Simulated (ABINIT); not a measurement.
**KMgF3 (Pm-3m): G0W0 in ABINIT against the bands in the screening**

How does the gap of KMgF3 (Pm-3m) converge in the bands in the screening?

Calculated with ABINIT 10.8.3; PBE and many-body steps on it, plane waves.

### Step 1. Set-up

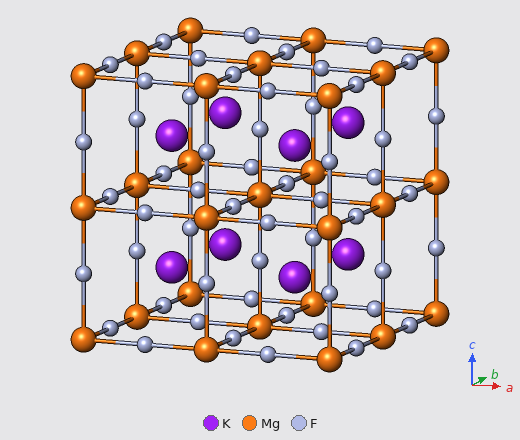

The starting structure, seen slightly off an axis (potassium purple, magnesium orange, fluorine light blue). 2×2×2 cells are drawn. Some periodic images of atoms are drawn too.

The cell and positions come from the Crystallography Open Database and are kept as given unless a step says otherwise.

### Step 2. Screening, 2×2×2 mesh, 28 bands, screening to 106.1 eV

This step: ABINIT 10.8.3; RPA screening on PBE, plane waves, norm-conserving pseudopotentials.

The RPA dielectric matrix is built and inverted for each q.

run.abi reads:

```
acell 3*1.0 Angstrom
rprim 
  3.985900000000 0.000000000000 0.000000000000
  0.000000000000 3.985900000000 0.000000000000
  0.000000000000 0.000000000000 3.985900000000
ntypat 3
znucl 19 12 9
natom 5
typat 1 2 3 3 3
xred 
  0.500000000000 0.500000000000 0.500000000000
  0.000000000000 0.000000000000 0.000000000000
  0.500000000000 0.000000000000 0.000000000000
  0.000000000000 0.500000000000 0.000000000000
  0.000000000000 0.000000000000 0.500000000000
pp_dirpath "pseudos"
pseudos "K.upf, Mg.upf, F.upf"
ecut 38
ngkpt 2 2 2
nshiftk 1
shiftk 0 0 0
kptopt 1
chksymbreak 0
istwfk *1
occopt 1
irdwfk 1
optdriver 3
nband 28
ecuteps 3.9
inclvkb 2
awtr 1
symchi 1
indata_prefix "in"
outdata_prefix "out"
tmpdata_prefix "tmp"
```

Launch:

```sh
$ OMP_NUM_THREADS=1 mpirun -n 4 abinit run.abi > log
```

The log of the run:

```text
.Version 10.8.3 of ABINIT. v10.8.2 released Aug 2026.

 Symmetries : space group Pm -3 m (#221); Bravais cP (primitive cubic)
[... echo of the input left out ...]
== DATASET  1 ==================================================================
-   mpi_nproc: 4, omp_nthreads: 1 (-1 if OMP is not activated)

--- !DatasetInfo
iteration_state: {dtset: 1, }
dimensions: {natom: 5, nkpt: 4, mband: 28, nsppol: 1, nspinor: 1, nspden: 1, mpw: 4801, }
cutoff_energies: {ecut:  38.0, pawecutdg:  -1.0, }
electrons: {nelect:   4.00000000E+01, charge:   0.00000000E+00, occopt:   1.00000000E+00, tsmear:   1.00000000E-02, }

 SCREENING: Calculation of the susceptibility and dielectric matrices

 Based on a program developped by R.W. Godby, V. Olevano, G. Onida, and L. Reining.
 Incorporated in ABINIT by V. Olevano, G.-M. Rignanese, and M. Torrent.
.Using double precision arithmetic ; gwpc =  8

[... cell and pseudopotentials left out ...]
--------------------------------------------------------------------------------

 ==== K-mesh for the wavefunctions ====
 Number of points in the irreducible wedge :     4
[... list of points left out ...]
 Together with 48 symmetry operations and time-reversal symmetry
 yields     8 points in the full Brillouin Zone.

 ==== Q-mesh for the screening function ====
 Number of points in the irreducible wedge :     4
[... list of points left out ...]
 Together with 48 symmetry operations and time-reversal symmetry
 yields     8 points in the full Brillouin Zone.

 setmesh: FFT mesh size selected  =    27x   27x   27
          total number of points  =        19683

 vcoul_init : cutoff-mode = AUXILIARY_FUNCTION
 q-points for optical limit:   1
     1)      0.000010    0.000020    0.000030

- screening: taking advantage of time-reversal symmetry
- Maximum band index for partially occupied states nbvw = 20
- Remaining bands to be divided among processors   nbcw = 8
- Number of bands treated by each node ~2

 Number of electrons calculated from density =   40.0000; Expected =   40.0000
 average of density, n =  0.093602
 r_s =    1.3663
 omega_plasma =   29.5119 [eV]

 calculating chi0 at frequencies [eV] :
  1    0.000000E+00    0.000000E+00
  2    0.000000E+00    2.951194E+01

--------------------------------------------------------------------------------
  q-point number  1        q = ( 0.000000, 0.000000, 0.000000) [r.l.u.]
--------------------------------------------------------------------------------
[... chi0 elements left out ...]
 For q-point:  0.000010 0.000020 0.000030
  dielectric constant =   1.6823
  dielectric constant without local fields =   1.7643

  Average fulfillment of the sum rule on Im[epsilon] for q-point    1 :      8.06  [%]
[... wings left out ...]
  q-point number  2        q = ( 0.500000, 0.000000, 0.000000) [r.l.u.]
--------------------------------------------------------------------------------
[... chi0 elements left out ...]
  Average fulfillment of the sum rule on Im[epsilon] for q-point    2 :     13.29  [%]

 [... 2 further q-points ...]
```

Elapsed: 3.9 s, on 4 MPI ranks of Arm Neoverse V1, shared host; peak memory 0.46 GiB; 15 s of CPU time.

Numbers from this step:

```yaml
eps_infinity_with_local_fields_on_this_mesh_along_the_program_s_q_direction: 1.682
the_same_without_local_fields: 1.764
plasma_frequency: 29.51 eV
plane_waves_in_the_screening_matrix: 171
```

Local fields lower ε∞ by 5 %. On a Γ-centred mesh this coarse the value itself is usually too large, while a short band sum pulls it down.

### Step 3. 28 bands

The self-energy is evaluated for the states that the input lists, and the levels follow from it, in one-shot runs by the linearised quasiparticle equation.

This step: G0W0 on PBE, plane waves, norm-conserving pseudopotentials.

Edit run.abi of step 2 so:

```diff
@@ -26,8 +26,17 @@
 irdwfk 1
-optdriver 3
-nband 28
+optdriver 4
+nband 46
+gwcalctyp 0
+ecutsigx 38
+symsigma 1
+nkptgw 2
+kptgw 
+  0.5000000000 0.5000000000 0.5000000000
+  0.0000000000 0.0000000000 0.0000000000
+bdgw 
+  18 23
+  18 23
 ecuteps 3.9
-inclvkb 2
-awtr 1
-symchi 1
+irdscr 1
+ppmodel 1
 indata_prefix "in"
```

The log of the run:

```text
.Version 10.8.3 of ABINIT. v10.8.2 released Aug 2026.

 Symmetries : space group Pm -3 m (#221); Bravais cP (primitive cubic)
[... echo of the input left out ...]
== DATASET  1 ==================================================================
-   mpi_nproc: 4, omp_nthreads: 1 (-1 if OMP is not activated)

--- !DatasetInfo
iteration_state: {dtset: 1, }
dimensions: {natom: 5, nkpt: 4, mband: 46, nsppol: 1, nspinor: 1, nspden: 1, mpw: 4801, }
cutoff_energies: {ecut:  38.0, pawecutdg:  -1.0, }
electrons: {nelect:   4.00000000E+01, charge:   0.00000000E+00, occopt:   1.00000000E+00, tsmear:   1.00000000E-02, }

 SIGMA: Calculation of the GW corrections

 Based on a program developped by R.W. Godby, V. Olevano, G. Onida, and L. Reining.
 Incorporated in ABINIT by V. Olevano, G.-M. Rignanese, and M. Torrent.
.Using double precision arithmetic ; gwpc =  8

[... cell and pseudopotentials left out ...]
--------------------------------------------------------------------------------

 ==== K-mesh for the wavefunctions ====
 Number of points in the irreducible wedge :     4
[... list of points left out ...]
 Together with 48 symmetry operations and time-reversal symmetry
 yields     8 points in the full Brillouin Zone.

 ==== Q-mesh for screening function ====
 Number of points in the irreducible wedge :     4
[... list of points left out ...]
 Together with 48 symmetry operations and time-reversal symmetry
 yields     8 points in the full Brillouin Zone.

 vcoul_init : cutoff-mode = AUXILIARY_FUNCTION
 q-points for optical limit:   1
     1)      0.000010    0.000020    0.000030
 setmesh: FFT mesh size selected  =    45x   45x   45
          total number of points  =        91125

 Number of electrons calculated from density =   40.0000; Expected =   40.0000
 average of density, n =  0.093602
 r_s =    1.3663
 omega_plasma =   29.5119 [eV]

 === KS Band Gaps ===
  >>>> For spin  1
   Minimum direct gap =   7.6793 [eV], located at k-point      :   0.0000  0.0000  0.0000
   Fundamental gap    =   7.3534 [eV], Top of valence bands at :   0.5000  0.5000  0.5000
                                       Bottom of conduction at :   0.0000  0.0000  0.0000
 SIGMA fundamental parameters:
 PLASMON POLE MODEL  1
 number of plane-waves for SigmaX                 4801
 number of plane-waves for SigmaC and W            171
 number of plane-waves for wavefunctions          4801
 number of bands                                    46
 number of independent spin polarizations            1
 number of spinorial components                      1
 number of k-points in IBZ                           4
 number of q-points in IBZ                           4
 number of symmetry operations                      48
 number of k-points in BZ                            8
 number of q-points in BZ                            8
 number of frequencies for dSigma/dE                 9
 frequency step for dSigma/dE [eV]                0.25
 number of omega for Sigma on real axis              0
 max omega for Sigma on real axis  [eV]           0.00
 zcut for avoiding poles [eV]                     0.10

 EPSILON^-1 parameters (SCR file):
 dimension of the eps^-1 matrix on file            171
 dimension of the eps^-1 matrix used               171
 number of plane-waves for wavefunctions          4801
 number of bands                                    28
 number of q-points in IBZ                           4
 number of frequencies                               2
 number of real frequencies                          1
 number of imag frequencies                          1

 matrix elements of self-energy operator (all in [eV])

 Perturbative Calculation

--- !SelfEnergy_ee
iteration_state: {dtset: 1, }
kpoint     : [   0.500,    0.500,    0.500, ]
spin       : 1
KS_gap     :   10.483
QP_gap     :   16.946
Delta_QP_KS:    6.463
data: !SigmaeeData |
     Band     E0 <VxcDFT>   SigX SigC(E0)      Z dSigC/dE  Sig(E)    E-E0       E
       18   0.825 -22.989 -30.354   3.996   0.822  -0.217 -25.757  -2.768  -1.943
       19   0.825 -22.989 -30.354   3.996   0.822  -0.217 -25.757  -2.768  -1.943
       20   0.825 -22.989 -30.354   3.996   0.822  -0.217 -25.757  -2.768  -1.943
       21  11.308 -11.314  -5.632  -1.623   0.910  -0.098  -7.619   3.695  15.004
       22  11.308 -11.314  -5.632  -1.623   0.910  -0.098  -7.619   3.695  15.004
       23  11.308 -11.314  -5.632  -1.623   0.910  -0.098  -7.619   3.695  15.004

--- !SelfEnergy_ee
iteration_state: {dtset: 1, }
kpoint     : [   0.000,    0.000,    0.000, ]
spin       : 1
KS_gap     :    7.679
QP_gap     :   13.210
Delta_QP_KS:    5.530
data: !SigmaeeData |
     Band     E0 <VxcDFT>   SigX SigC(E0)      Z dSigC/dE  Sig(E)    E-E0       E
[...]
21   8.179 -10.716  -6.020  -1.700   0.912  -0.096  -7.983   2.733  10.912
       22  10.942 -10.106  -4.678  -1.641   0.911  -0.098  -6.656   3.450  14.392
       23  10.942 -10.106  -4.678  -1.641   0.911  -0.098  -6.656   3.450  14.392

== END DATASET(S) ==============================================================
================================================================================

 -outvars: echo values of variables after computation  --------
           etotal      0.0000000000E+00
            nband          46
             nkpt           4
          spgroup         221
 [... the other variables as echoed above ...]

 Calculation completed.
```

The job ended after 4.5 s (4 MPI ranks; peak memory 0.61 GiB).

This step gave:

```
G0W0 gap on the points computed              : 12.86 eV
starting gap on the mesh                     : 7.353 eV
k of the valence top                         : 0.5, 0.5, 0.5
k of the conduction bottom                   : 0, 0, 0
Z at the valence top                         : 0.822
Z at the conduction bottom                   : 0.912
least direct G0W0 gap on the computed points : 13.21 eV
```

The gap on the mesh goes from 7.35 eV to 12.86 eV, a correction of +5.50 eV.

### Step 4. Screening, 2×2×2 mesh, 46 bands, screening to 106.1 eV

This step: RPA screening on PBE, plane waves, norm-conserving pseudopotentials.

Edit run.abi of step 3 so:

```diff
@@ -26,17 +26,8 @@
 irdwfk 1
-optdriver 4
+optdriver 3
 nband 46
-gwcalctyp 0
-ecutsigx 38
-symsigma 1
-nkptgw 2
-kptgw 
-  0.5000000000 0.5000000000 0.5000000000
-  0.0000000000 0.0000000000 0.0000000000
-bdgw 
-  18 23
-  18 23
 ecuteps 3.9
-irdscr 1
-ppmodel 1
+inclvkb 2
+awtr 1
+symchi 1
 indata_prefix "in"
```

The log of the run:

```text
.Version 10.8.3 of ABINIT. v10.8.2 released Aug 2026.

 Symmetries : space group Pm -3 m (#221); Bravais cP (primitive cubic)
[... echo of the input left out ...]
== DATASET  1 ==================================================================
-   mpi_nproc: 4, omp_nthreads: 1 (-1 if OMP is not activated)

--- !DatasetInfo
iteration_state: {dtset: 1, }
dimensions: {natom: 5, nkpt: 4, mband: 46, nsppol: 1, nspinor: 1, nspden: 1, mpw: 4801, }
cutoff_energies: {ecut:  38.0, pawecutdg:  -1.0, }
electrons: {nelect:   4.00000000E+01, charge:   0.00000000E+00, occopt:   1.00000000E+00, tsmear:   1.00000000E-02, }

 SCREENING: Calculation of the susceptibility and dielectric matrices

 Based on a program developped by R.W. Godby, V. Olevano, G. Onida, and L. Reining.
 Incorporated in ABINIT by V. Olevano, G.-M. Rignanese, and M. Torrent.
.Using double precision arithmetic ; gwpc =  8

[... cell and pseudopotentials left out ...]
--------------------------------------------------------------------------------

 ==== K-mesh for the wavefunctions ====
 Number of points in the irreducible wedge :     4
[... list of points left out ...]
 Together with 48 symmetry operations and time-reversal symmetry
 yields     8 points in the full Brillouin Zone.

 ==== Q-mesh for the screening function ====
 Number of points in the irreducible wedge :     4
[... list of points left out ...]
 Together with 48 symmetry operations and time-reversal symmetry
 yields     8 points in the full Brillouin Zone.

 setmesh: FFT mesh size selected  =    27x   27x   27
          total number of points  =        19683

 vcoul_init : cutoff-mode = AUXILIARY_FUNCTION
 q-points for optical limit:   1
     1)      0.000010    0.000020    0.000030

- screening: taking advantage of time-reversal symmetry
- Maximum band index for partially occupied states nbvw = 20
- Remaining bands to be divided among processors   nbcw = 26
- Number of bands treated by each node ~6

 Number of electrons calculated from density =   40.0000; Expected =   40.0000
 average of density, n =  0.093602
 r_s =    1.3663
 omega_plasma =   29.5119 [eV]

 calculating chi0 at frequencies [eV] :
  1    0.000000E+00    0.000000E+00
  2    0.000000E+00    2.951194E+01

--------------------------------------------------------------------------------
  q-point number  1        q = ( 0.000000, 0.000000, 0.000000) [r.l.u.]
--------------------------------------------------------------------------------
[... chi0 elements left out ...]
 For q-point:  0.000010 0.000020 0.000030
  dielectric constant =   1.9779
  dielectric constant without local fields =   2.0999

  Average fulfillment of the sum rule on Im[epsilon] for q-point    1 :     21.73  [%]
[... wings left out ...]
  q-point number  2        q = ( 0.500000, 0.000000, 0.000000) [r.l.u.]
--------------------------------------------------------------------------------
[... chi0 elements left out ...]
  Average fulfillment of the sum rule on Im[epsilon] for q-point    2 :     29.78  [%]

 [... 2 further q-points ...]
```

Run time: 5.5 s. Hardware: 4 MPI ranks; peak memory 0.47 GiB; 21 s of CPU time.

Numbers from this step:

```
ε∞ with local fields, on this mesh, along the program's q direction : 1.978
the same without local fields                                       : 2.100
plasma frequency                                                    : 29.51 eV
plane waves in the screening matrix                                 : 171
```

### Step 5. 46 bands

This step: G0W0 on PBE, plane waves, norm-conserving pseudopotentials.

Edit run.abi of step 4 so:

```diff
@@ -26,8 +26,17 @@
 irdwfk 1
-optdriver 3
+optdriver 4
 nband 46
+gwcalctyp 0
+ecutsigx 38
+symsigma 1
+nkptgw 2
+kptgw 
+  0.5000000000 0.5000000000 0.5000000000
+  0.0000000000 0.0000000000 0.0000000000
+bdgw 
+  18 23
+  18 23
 ecuteps 3.9
-inclvkb 2
-awtr 1
-symchi 1
+irdscr 1
+ppmodel 1
 indata_prefix "in"
```

The log of the run:

```text
.Version 10.8.3 of ABINIT. v10.8.2 released Aug 2026.

 Symmetries : space group Pm -3 m (#221); Bravais cP (primitive cubic)
[... echo of the input left out ...]
== DATASET  1 ==================================================================
-   mpi_nproc: 4, omp_nthreads: 1 (-1 if OMP is not activated)

--- !DatasetInfo
iteration_state: {dtset: 1, }
dimensions: {natom: 5, nkpt: 4, mband: 46, nsppol: 1, nspinor: 1, nspden: 1, mpw: 4801, }
cutoff_energies: {ecut:  38.0, pawecutdg:  -1.0, }
electrons: {nelect:   4.00000000E+01, charge:   0.00000000E+00, occopt:   1.00000000E+00, tsmear:   1.00000000E-02, }

 SIGMA: Calculation of the GW corrections

 Based on a program developped by R.W. Godby, V. Olevano, G. Onida, and L. Reining.
 Incorporated in ABINIT by V. Olevano, G.-M. Rignanese, and M. Torrent.
.Using double precision arithmetic ; gwpc =  8

[... cell and pseudopotentials left out ...]
--------------------------------------------------------------------------------

 ==== K-mesh for the wavefunctions ====
 Number of points in the irreducible wedge :     4
[... list of points left out ...]
 Together with 48 symmetry operations and time-reversal symmetry
 yields     8 points in the full Brillouin Zone.

 ==== Q-mesh for screening function ====
 Number of points in the irreducible wedge :     4
[... list of points left out ...]
 Together with 48 symmetry operations and time-reversal symmetry
 yields     8 points in the full Brillouin Zone.

 vcoul_init : cutoff-mode = AUXILIARY_FUNCTION
 q-points for optical limit:   1
     1)      0.000010    0.000020    0.000030
 setmesh: FFT mesh size selected  =    45x   45x   45
          total number of points  =        91125

 Number of electrons calculated from density =   40.0000; Expected =   40.0000
[...]
number of omega for Sigma on real axis              0
 max omega for Sigma on real axis  [eV]           0.00
 zcut for avoiding poles [eV]                     0.10

 EPSILON^-1 parameters (SCR file):
 dimension of the eps^-1 matrix on file            171
 dimension of the eps^-1 matrix used               171
 number of plane-waves for wavefunctions          4801
 number of bands                                    46
 number of q-points in IBZ                           4
 number of frequencies                               2
 number of real frequencies                          1
 number of imag frequencies                          1

 matrix elements of self-energy operator (all in [eV])

 Perturbative Calculation

--- !SelfEnergy_ee
iteration_state: {dtset: 1, }
kpoint     : [   0.500,    0.500,    0.500, ]
spin       : 1
KS_gap     :   10.483
QP_gap     :   15.476
Delta_QP_KS:    4.993
data: !SigmaeeData |
     Band     E0 <VxcDFT>   SigX SigC(E0)      Z dSigC/dE  Sig(E)    E-E0       E
       18   0.825 -22.989 -30.354   5.028   0.826  -0.210 -24.920  -1.931  -1.106
       19   0.825 -22.989 -30.354   5.028   0.826  -0.210 -24.920  -1.931  -1.106
       20   0.825 -22.989 -30.354   5.028   0.826  -0.210 -24.920  -1.931  -1.106
[...]
--- !SelfEnergy_ee
iteration_state: {dtset: 1, }
kpoint     : [   0.000,    0.000,    0.000, ]
spin       : 1
KS_gap     :    7.679
QP_gap     :   11.726
Delta_QP_KS:    4.047
data: !SigmaeeData |
     Band     E0 <VxcDFT>   SigX SigC(E0)      Z dSigC/dE  Sig(E)    E-E0       E
[...]
22  10.942 -10.106  -4.678  -2.241   0.904  -0.107  -7.226   2.880  13.822
       23  10.942 -10.106  -4.678  -2.241   0.904  -0.107  -7.226   2.880  13.822

== END DATASET(S) ==============================================================
================================================================================

 -outvars: echo values of variables after computation  --------
           etotal      0.0000000000E+00
            nband          46
             nkpt           4
          spgroup         221
 [... the other variables as echoed above ...]

 Calculation completed.
```

It took 4.5 s on 4 MPI ranks; peak memory 0.62 GiB.

This step gave:

| Item | Value |
| --- | --- |
| G0W0 gap on the points computed | 11.37 eV |
| starting gap on the mesh | 7.353 eV |
| k of the valence top | 0.5, 0.5, 0.5 |
| k of the conduction bottom | 0, 0, 0 |
| Z at the valence top | 0.826 |
| Z at the conduction bottom | 0.901 |
| least direct G0W0 gap on the computed points | 11.73 eV |

Against the run before, the gap moves by −1.488 eV.

[end of part 1 of 2]

[Paths, hosts, dates, memory and timing lines, banners, echoed tables and standing remarks are left out of the program output.]

[Logs are printed without paths, hosts, clocks, repeated set-up lines and the standing remarks that a program may print on its own settings, such as how far it seeks lower states.]

[Runs of the session that timed out or met a known fault of the program may be left out.]

[Hosts, paths, dates, database ids (printed as entryN), source tags and the programs' standing remarks are cut or masked in the printed files.]

[G0W0 gaps are taken among the corrected bands and points alone; a level outside them can change the order at an edge.]

[Where Ansatz stands beside ABINIT at settings called matched, ABINIT's density can come from a denser mesh and the files from another edition; pairs whose starting gaps differed by over 0.03 eV were left out, so agreement reads better than it is.]
